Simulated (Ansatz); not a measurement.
Start from GaN in the wurtzite structure (space group P6_3mc, No. 186; a = 3.183 Å, c = 5.184 Å).

It is then changed as follows: every lattice vector is stretched by 1.47 %, atoms relaxed at fixed cell.

Level of theory: plane-wave PAW DFT at the r2SCAN level (Ansatz, a quantum-chemistry and plane-wave program, 500 eV), spin-orbit coupling left out.

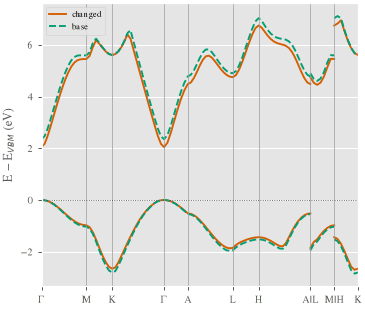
Fig. 1. Highest valence and lowest conduction band along the path, each from its own valence-band maximum

Question: Read the changed gap and its character from the plot.

Answer: About 2.0 eV, direct at Γ.

The cells carry an imposed strain or load. Stability against distortions was not tested.
